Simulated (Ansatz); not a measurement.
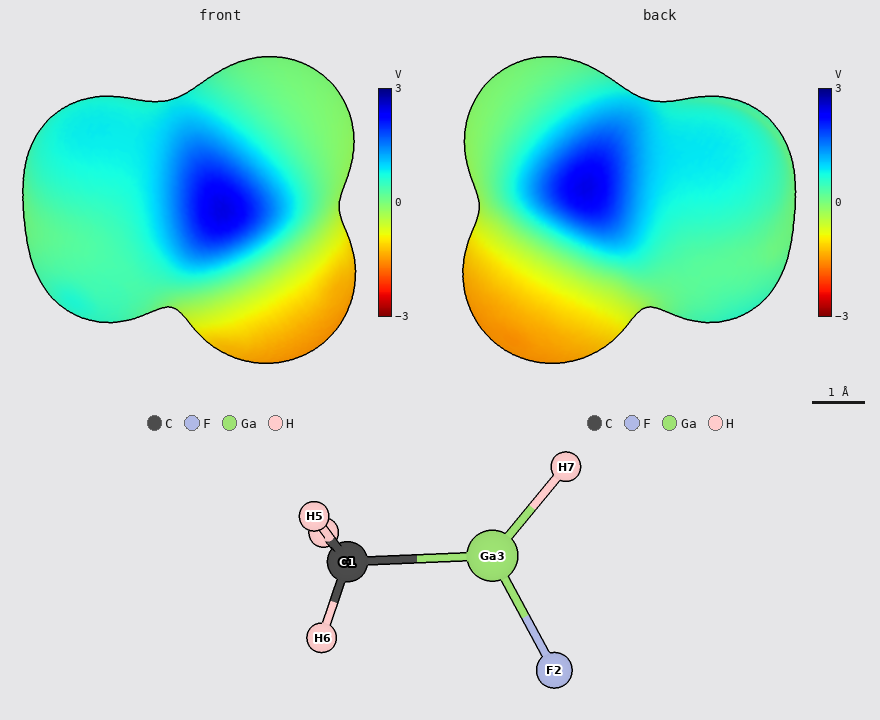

Figure 1: CH4FGa (SMILES [CH3][GaH][F]). The molecular electrostatic potential painted on the density surface at 0.001 e/bohr³, seen from the front and from behind; red is negative and blue positive. The bare structure is drawn below in the same view.

Geometry: B3LYP/6-31G*.

Theory: Ansatz 0.2.0, isolated molecule in a Gaussian basis; Kohn-Sham density functional theory, functional PBE0.

```json
{"atom": "C", "x (Å)": "0.9722", "y (Å)": "-0.0602", "z (Å)": "-0.1101"}
{"atom": "F", "x (Å)": "-1.0491", "y (Å)": "-2.4561", "z (Å)": "0.3291"}
{"atom": "Ga", "x (Å)": "-0.5198", "y (Å)": "-0.8637", "z (Å)": "0.8932"}
{"atom": "H", "x (Å)": "1.8841", "y (Å)": "-0.1110", "z (Å)": "0.4955"}
{"atom": "H", "x (Å)": "0.7641", "y (Å)": "0.9935", "z (Å)": "-0.3216"}
{"atom": "H", "x (Å)": "1.1403", "y (Å)": "-0.5964", "z (Å)": "-1.0475"}
{"atom": "H", "x (Å)": "-1.3473", "y (Å)": "-0.3588", "z (Å)": "2.1350"}
```

### Describe the electrostatic potential map.

The most negative region (about −1.5 V) lies over F2, the most positive (about +2.4 V) over Ga3.
